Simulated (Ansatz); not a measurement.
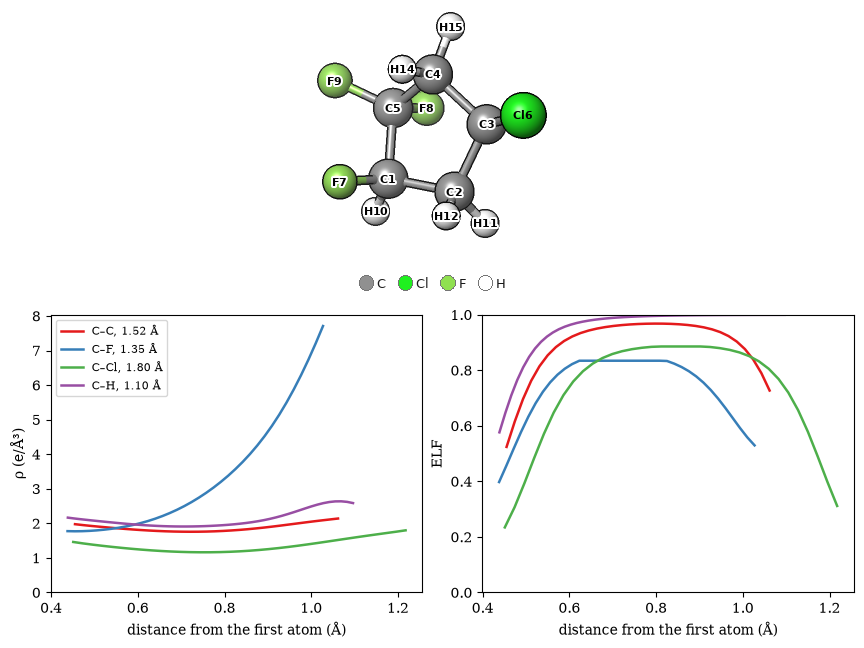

C$_{5}$H$_{6}$ClF$_{3}$. Electron density and ELF along straight lines between neighbouring atoms. The curves leave out the atomic cores. The structure is drawn too.

Geometry: B3LYP-D3(BJ)/def2-SVP.

Computed with Ansatz 0.2.0, isolated molecule in a Gaussian basis; Kohn-Sham density functional theory, functional PBE0.

```yaml
atoms:
  - { symbol: C, position_ang: [-0.6095, -2.5630, -0.1623] }
  - { symbol: C, position_ang: [-1.4088, -1.3832, 0.4058] }
  - { symbol: C, position_ang: [-1.1000, -0.1699, -0.5126] }
  - { symbol: C, position_ang: [-0.3822, -0.7482, -1.7358] }
  - { symbol: C, position_ang: [0.3898, -1.9000, -1.1211] }
  - { symbol: Cl, position_ang: [-2.5743, 0.7703, -0.9554] }
  - { symbol: F, position_ang: [-1.4356, -3.3770, -0.9142] }
  - { symbol: F, position_ang: [1.4233, -1.4121, -0.3605] }
  - { symbol: F, position_ang: [0.9146, -2.7577, -2.0173] }
  - { symbol: H, position_ang: [-0.0947, -3.1803, 0.5895] }
  - { symbol: H, position_ang: [-1.1475, -1.1668, 1.4503] }
  - { symbol: H, position_ang: [-2.4750, -1.6424, 0.3666] }
  - { symbol: H, position_ang: [-0.4439, 0.5406, 0.0036] }
  - { symbol: H, position_ang: [-1.1124, -1.1685, -2.4424] }
  - { symbol: H, position_ang: [0.2657, -0.0326, -2.2584] }
```

Compare the contacts.

Answer. C–C (1.52 Å): ρ at the midpoint is about 1.8 e/Å³; the ELF peaks at about 0.95 between the atoms: localised, covalent bonding.
C–F (1.35 Å): ρ at the midpoint is about 2.3 e/Å³, with its minimum of 1.8 e/Å³ about 0.5 Å from C; the ELF peaks at about 0.85 between the atoms, as expected for a polar covalent bond.
C–Cl (1.80 Å): the density is about 1.3 e/Å³ at the midpoint; the ELF peaks at about 0.90 between the atoms: localised, covalent bonding.
C–H (1.10 Å): ρ is about 2 e/Å³ halfway; the ELF climbs to about 1 towards the hydrogen, as it does in any bond to H (an ordinary covalent bond to hydrogen).
